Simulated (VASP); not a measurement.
Band structure of K₄Br₂Cl₂ (ordered alloy cell). Method: PBEsol GGA, VASP's PBE PAW potentials (set 64) (plane waves; VASP).

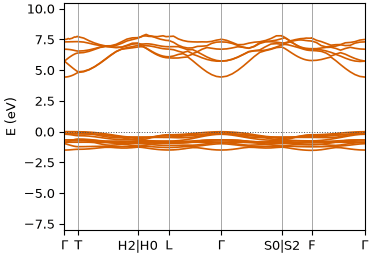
Figure. Bands along high-symmetry lines, zero at the valence-band maximum or, without a gap, the Fermi level

**Question.** Read the plot: is there a gap, and where are the band edges?

**Answer.** The gap is direct, 4.45 eV, from the valence maximum at Γ to the conduction minimum at Γ. (Edges off the drawn lines would not show.)

The structure was generated: K4Br2Cl2 was put into an ordered model structure (R-3m), which need not be its known phase. It was relaxed first.
